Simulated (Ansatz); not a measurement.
```sh
ansatz run in.yaml --threads 2 --pin off --events-out ev --progress --plain --max-ram 4352MiB
```

```yaml
crystal:
  periodic: [false, false, false]
  atoms:
    - {symbol: O, position_ang: [0.201743, -1.621928, -0.757043]}
    - {symbol: Si, position_ang: [0.487693, -0.487283, 0.372163]}
    - {symbol: F, position_ang: [0.441497, -1.342888, 1.707847]}
    - {symbol: Si, position_ang: [0.418631, 1.728228, 0.313629]}
    - {symbol: H, position_ang: [0.169596, -1.308003, -1.664355]}
    - {symbol: H, position_ang: [-0.860520, 0.755366, 0.634814]}
    - {symbol: H, position_ang: [0.124747, 1.331734, -1.142234]}
basis:
  gaussian: {orbitals: def2-TZVPP}
hamiltonian: {xc: {name: B3LYP}, dispersion: d4}
```

Work out the structure from the coordinates.

The molecule is FH3OSi2. The point group is C1. Coordination: 1 O bent; 1 Si trigonal planar; 1 Si trigonal pyramidal.

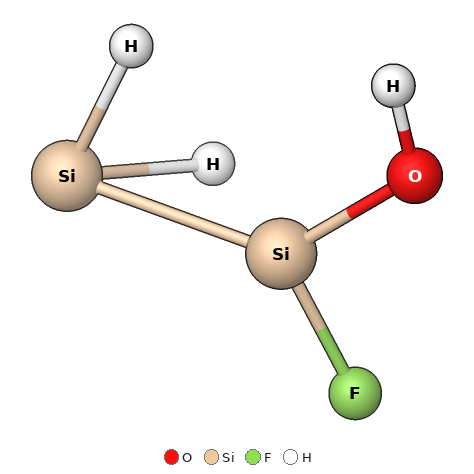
